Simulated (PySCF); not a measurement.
| atom | x (Å) | y (Å) | z (Å) |
| --- | --- | --- | --- |
| B | 1.6011 | -0.3069 | 0.2892 |
| C | 0.3785 | -0.0589 | -0.6374 |
| C | -0.1585 | 1.2031 | 0.1211 |
| Si | -1.8538 | 0.3409 | 0.3329 |
| C | -0.8422 | -1.0015 | -0.5760 |
| H | 2.6087 | 0.2508 | 0.0788 |
| H | 1.4890 | -0.9674 | 1.2509 |
| H | 0.6001 | 0.2056 | -1.6711 |
| H | 0.3428 | 1.3749 | 1.0785 |
| H | -0.0623 | 2.1175 | -0.4589 |
| H | -2.2682 | 0.0650 | 1.7173 |
| H | -0.6617 | -1.8978 | 0.0163 |
| H | -1.1779 | -1.3247 | -1.5593 |

Geometry: GFN2-xTB.

The calculation used UKS B3LYP, pcH-1 on B C H Si, non-relativistic, mean-field spin-orbit, GIAO in PySCF.

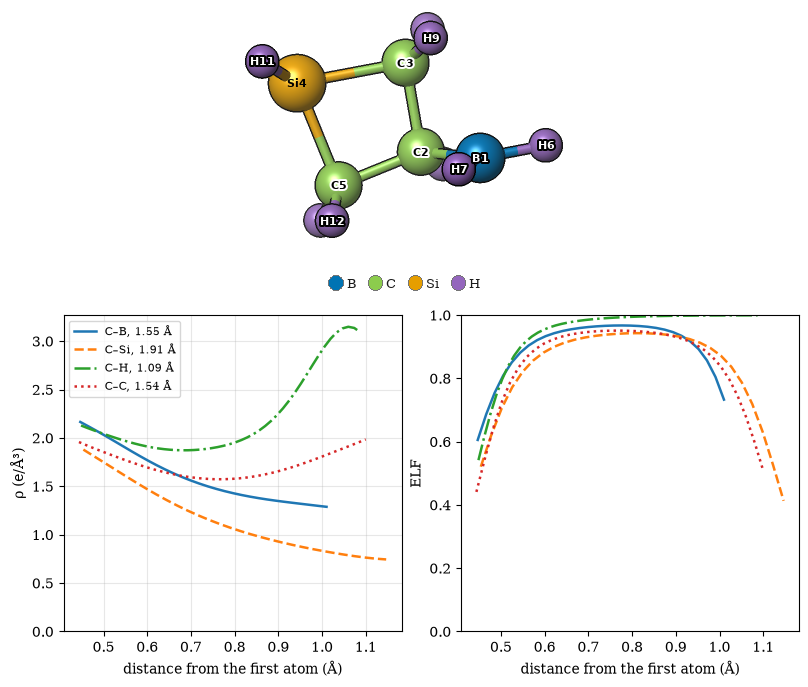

C₃H₈BSi (doublet). Total electron density and electron localisation function along straight lines between neighbouring atoms. The curves leave out the atomic cores. The structure is drawn too.

What can be read from the curves?

Answer. C–B (1.55 Å): the density is about 1.5 e/Å³ at the midpoint; the ELF peaks at about 0.95 between the atoms, as expected for localised, covalent bonding.
C–Si (1.91 Å): the density is about 0.87 e/Å³ at the midpoint; the ELF peaks at about 0.95 between the atoms (a covalent bond).
C–H (1.09 Å): ρ is about 2 e/Å³ halfway; the ELF climbs to about 1 towards the hydrogen, as it does in any bond to H (an ordinary covalent bond to hydrogen).
C–C (1.54 Å): ρ at the midpoint is about 1.6 e/Å³; the ELF peaks at about 0.95 between the atoms, as expected for localised, covalent bonding.
